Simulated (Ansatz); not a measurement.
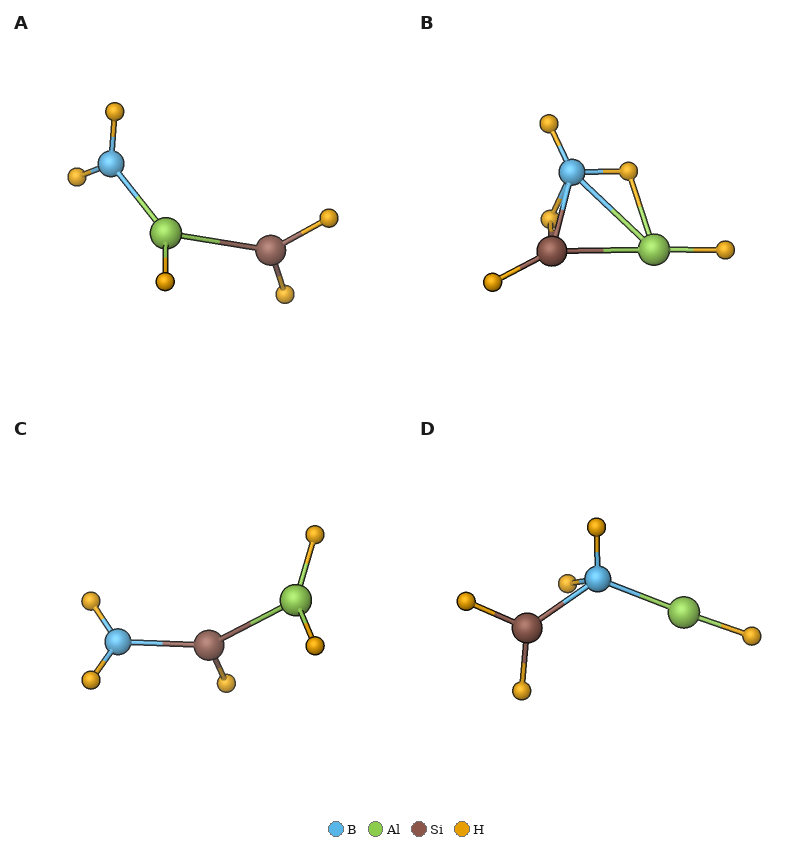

4 stationary structures of one formula. State: charge +1, singlet. Geometries: PBE0-D4/def2-TZVP. Electronic energies: RHF-CCSD(T) (frozen core)/def2-TZVPP (Ansatz 0.2.0), without zero-point energy. No frequency run is at hand to confirm each as a minimum. Each is one conformer, not always the lowest.

### Rank them by energy, lowest first.

D is lowest (C1); B lies 7.0 kcal/mol above it (C1), C lies 21.5 kcal/mol above it (Cs), A lies 28.8 kcal/mol above it (Cs).
